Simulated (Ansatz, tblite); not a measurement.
# Ge21H28 ring sphere (Ge21H28): spin-state energies by level

Is the singlet the ground state of Ge21H28 ring sphere (Ge21H28)? Other spin states are computed and compared level by level.

Method: as each input shows; program: Ansatz 0.2.0, Gaussian basis.

Plan: triplet, at the geometry of the singlet (GFN1-xTB, GFN2-xTB, PBE0-D4/def2-TZVP, PBE-D4/def2-TZVP); the singlet's energies come from earlier runs.

1 further run of the same task is left out (set aside as unsound or not needed).

### Step 1. The geometry

The singlet was relaxed beforehand with r2SCAN-D4/def2-SVP.

49 atoms, charge 0, spin multiplicity 1.

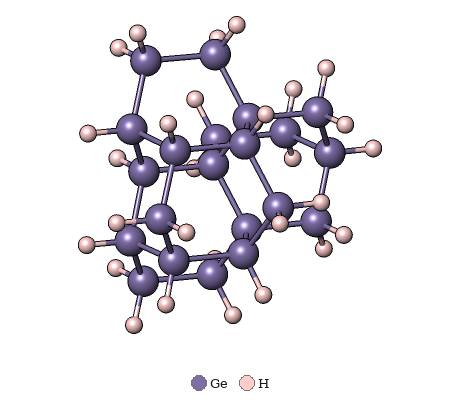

The structure; germanium purple, hydrogen pink.

### Step 2. Triplet at the fixed geometry, GFN1-xTB

Tight binding, by tblite at 300 K electronic temperature and without a spin-polarisation term:

```python
tblite.interface.Calculator('GFN1-xTB', numbers, positions, charge=0, uhf=2).singlepoint()
```

Energy -1370.4702 eV; 0.62 s.

### Step 3. Triplet at the fixed geometry, GFN2-xTB

Tight binding, by tblite at 300 K electronic temperature and without a spin-polarisation term:

```python
tblite.interface.Calculator('GFN2-xTB', numbers, positions, charge=0, uhf=2).singlepoint()
```

Energy -1494.1020 eV; 0.81 s.

### Step 4. Triplet at the fixed geometry, PBE0-D4/def2-TZVP

Input file in.yaml:

```yaml
crystal:
  periodic: [false, false, false]
  atoms:
    - {symbol: Ge, position_ang: [-2.952820, -1.696696, -3.403750]}
    - {symbol: Ge, position_ang: [-2.927996, -1.686036, -0.966152]}
    - {symbol: Ge, position_ang: [1.008457, -3.984291, -0.167071]}
    - {symbol: Ge, position_ang: [0.995873, -4.006720, 2.270417]}
    - {symbol: Ge, position_ang: [1.004883, -1.690540, -3.449265]}
    - {symbol: Ge, position_ang: [-0.985161, -0.565148, -4.269303]}
    - {symbol: Ge, position_ang: [1.027414, -1.701039, -1.004937]}
    - {symbol: Ge, position_ang: [-0.944166, -0.545166, -0.143680]}
    - {symbol: Ge, position_ang: [1.028606, -1.727840, 3.113044]}
    - {symbol: Ge, position_ang: [-0.940759, -0.545217, 2.309055]}
    - {symbol: Ge, position_ang: [-0.959273, 1.719940, -3.446671]}
    - {symbol: Ge, position_ang: [-0.957879, 1.741403, -1.002280]}
    - {symbol: Ge, position_ang: [-2.946104, 2.863329, -0.163462]}
    - {symbol: Ge, position_ang: [-0.979886, 1.750754, 3.115446]}
    - {symbol: Ge, position_ang: [-2.970646, 2.861503, 2.274054]}
    - {symbol: Ge, position_ang: [3.001429, -0.549468, -0.159934]}
    - {symbol: Ge, position_ang: [2.997284, -0.556331, 2.290072]}
    - {symbol: Ge, position_ang: [2.988510, 1.725868, -1.016428]}
    - {symbol: Ge, position_ang: [1.026167, 2.874646, -0.156110]}
    - {symbol: Ge, position_ang: [2.989325, 1.722342, 3.139344]}
    - {symbol: Ge, position_ang: [1.019351, 2.870404, 2.293808]}
    - {symbol: H, position_ang: [-2.982552, -3.148653, -3.919065]}
    - {symbol: H, position_ang: [-4.222062, -0.988286, -3.915453]}
    - {symbol: H, position_ang: [-2.944810, -3.131242, -0.429301]}
    - {symbol: H, position_ang: [-4.185100, -0.975032, -0.426394]}
    - {symbol: H, position_ang: [-0.236226, -4.715968, -0.708701]}
    - {symbol: H, position_ang: [2.252021, -4.728511, -0.693323]}
    - {symbol: H, position_ang: [-0.264763, -4.730691, 2.782950]}
    - {symbol: H, position_ang: [2.227224, -4.775068, 2.789738]}
    - {symbol: H, position_ang: [1.039485, -3.146240, -3.959107]}
    - {symbol: H, position_ang: [2.267219, -0.980986, -3.979405]}
    - {symbol: H, position_ang: [-1.004530, -0.575222, -5.814331]}
    - {symbol: H, position_ang: [1.039136, -1.719334, 4.658940]}
    - {symbol: H, position_ang: [-2.214956, -1.281153, 2.789603]}
    - {symbol: H, position_ang: [-2.200933, 2.481089, -3.955677]}
    - {symbol: H, position_ang: [0.288121, 2.456405, -3.975473]}
    - {symbol: H, position_ang: [-4.200920, 2.149056, -0.704956]}
    - {symbol: H, position_ang: [-2.972041, 4.312620, -0.688826]}
    - {symbol: H, position_ang: [-0.967482, 1.754121, 4.661351]}
    - {symbol: H, position_ang: [-4.226926, 2.129740, 2.786222]}
    - {symbol: H, position_ang: [-3.021861, 4.311444, 2.794942]}
    - {symbol: H, position_ang: [4.266406, -1.285636, -0.659053]}
    - {symbol: H, position_ang: [4.266266, -1.290721, 2.779614]}
    - {symbol: H, position_ang: [2.922851, 1.689734, -2.557972]}
    - {symbol: H, position_ang: [4.278941, 2.469290, -0.613758]}
    - {symbol: H, position_ang: [1.020884, 4.338884, -0.653264]}
    - {symbol: H, position_ang: [2.968650, 1.708621, 4.681274]}
    - {symbol: H, position_ang: [4.266529, 2.460351, 2.687290]}
    - {symbol: H, position_ang: [1.018781, 4.335702, 2.785949]}
basis:
  gaussian: {orbitals: def2-TZVP, fitting: {mean_field: def2-universal-jkfit}}
magnetization: {spin_polarized: true, initial_magnetization: 2}
hamiltonian: {xc: pbe0, dispersion: d4}
scf: {omitted_lower_state_checks: [starts]}
output: {orbitals: {seedname: orbitals}}
```

Run with:

```console
$ ansatz run in.yaml --threads 11 --pin off --events-out ev --progress --plain --max-ram 174080MiB --backend cuda --devices 0, --max-vram 75GiB
```

The program printed:

```text
Functional definition: PBE0
  name "PBE0"
  cite "Adamo & Barone, J. Chem. Phys. 110, 6158 (1999) doi:10.1063/1.478522"
  cite "Perdew, Burke & Ernzerhof, Phys. Rev. Lett. 77, 3865 (1996) doi:10.1103/PhysRevLett.77.3865"
  parent pbe
  parameter a = 0.25
  parameter kappa = 0.804
  parameter beta = 0.06672455060314922
  exchange = (1 - a)*pbe_x(kappa = kappa, mu = beta*pi^2/3) + a*exact_x
  correlation = pbe_c(beta = beta)
these checks for a lower state are left out or cut short: starts
6090 factors; integrals over basis functions are off by at most 6.0e-1 eV
mean field evaluation 1: about -1187196.3500 eV, gradient 4.7e1 eV
mean field evaluation 2: about -1187195.7784 eV, gradient 5.0e1 eV
mean field evaluation 4: about -1187199.7248 eV, gradient 5.3e0 eV
mean field evaluation 8: about -1187199.8541 eV, gradient 5.0e-1 eV
mean field evaluation 16: about -1187199.8633 eV, gradient 3.5e-2 eV
mean field evaluation 32: about -1187199.8639 eV, gradient 1.2e-3 eV
mean field -1187199.86391791 eV, -43628.7902860131 hartree, gradient 7.4e-6 eV, S^2 2.004349; 0 other end points of the search recorded, 0 dependent functions left out
reference -1187199.86400186 eV, -43628.7902890981 hartree; 351, 349 occupied and 825, 827 virtual orbitals, 6090 factors
Total energy: -1187203.10804769 eV, -43628.9095055835 hartree
Checks for a lower state left out: starts
```

Wall time 65 s (1 × H100 with 11 threads of AMD EPYC 7R13, shared host); peak host memory 2.2 GiB.

Report: HOMO -2.52 eV, LUMO -5.69 eV (over both spins; with the spin held, an empty level of the minority spin lies below the top filled one); ⟨S²⟩ 2.004 (pure: 2.00).

### Step 5. Triplet at the fixed geometry, PBE-D4/def2-TZVP

start.molden holds the orbitals of an earlier run on this state, given as this run's starting guess.

Changes to in.yaml since step 4:

```diff
@@ -53,5 +53,5 @@
 basis:
-  gaussian: {orbitals: def2-TZVP, fitting: {mean_field: def2-universal-jkfit}}
+  gaussian: {orbitals: def2-TZVP, fitting: {mean_field: def2-universal-jkfit}, initial_orbitals: start.molden}
 magnetization: {spin_polarized: true, initial_magnetization: 2}
-hamiltonian: {xc: pbe0, dispersion: d4}
+hamiltonian: {xc: pbe, dispersion: d4}
 scf: {omitted_lower_state_checks: [starts]}
```

Same command.

The program printed:

```text
Functional definition: PBE
  name "PBE"
  cite "Perdew, Burke & Ernzerhof, Phys. Rev. Lett. 77, 3865 (1996) doi:10.1103/PhysRevLett.77.3865"
  parent pbe
  parameter kappa = 0.804
  parameter beta = 0.06672455060314922
  exchange = pbe_x(kappa = kappa, mu = beta*pi^2/3)
  correlation = pbe_c(beta = beta)
these checks for a lower state are left out or cut short: starts
6090 factors; integrals over basis functions are off by at most 6.0e-1 eV
mean field evaluation 1: about -1187167.2911 eV, gradient 2.6e1 eV
mean field evaluation 2: about -1187168.3850 eV, gradient 1.2e0 eV
mean field evaluation 4: about -1187168.3652 eV, gradient 1.5e-1 eV
mean field evaluation 8: about -1187168.3679 eV, gradient 1.4e-3 eV
mean field evaluation 16: about -1187168.3679 eV, gradient 4.9e-6 eV
mean field -1187168.36790786 eV, -43627.6328289925 hartree, gradient 2.2e-6 eV, S^2 2.001512; 0 other end points of the search recorded, 0 dependent functions left out
reference -1187168.36801754 eV, -43627.6328330231 hartree; 351, 349 occupied and 825, 827 virtual orbitals, 6090 factors
Total energy: -1187171.91349536 eV, -43627.7631269297 hartree
Checks for a lower state left out: starts
```

It took 20 s on 1 × H100 with 11 threads of AMD EPYC 7R13, shared host; peak host memory 2.1 GiB.

HOMO -2.26 eV, LUMO -5.83 eV (over both spins; with the spin held, an empty level of the minority spin lies below the top filled one); ⟨S²⟩ 2.002 (pure: 2.00).

### Step 6. Triplet less singlet, vertical

The singlet's energies are those of its earlier runs, whose logs aren't repeated here.

| level | triplet less singlet, vertical (eV) | time |
| --- | --- | --- |
| GFN1-xTB | +2.751 | 1.1 s |
| GFN2-xTB | +3.682 | 1.4 s |
| PBE-D4/def2-TZVP | +3.639 | 30 s |
| PBE0-D4/def2-TZVP | +4.250 | 87 s |

Times add the two runs; a level without a time comes out of a correlated run. Tight binding without a spin term can't rank spin states.

### Step 7. Outcome

| quantity | value |
| --- | --- |
| triplet less singlet, vertical, functionals in def2-TZVP | +3.639 (PBE-D4) to +4.250 eV (PBE0-D4) |

What this shows: All functionals put the triplet above the singlet, over a spread of 0.611 eV. The checks for a lower triplet were left out, so another state of that spin may lie lower. These are electronic energies, without zero-point motion, entropy or surroundings.
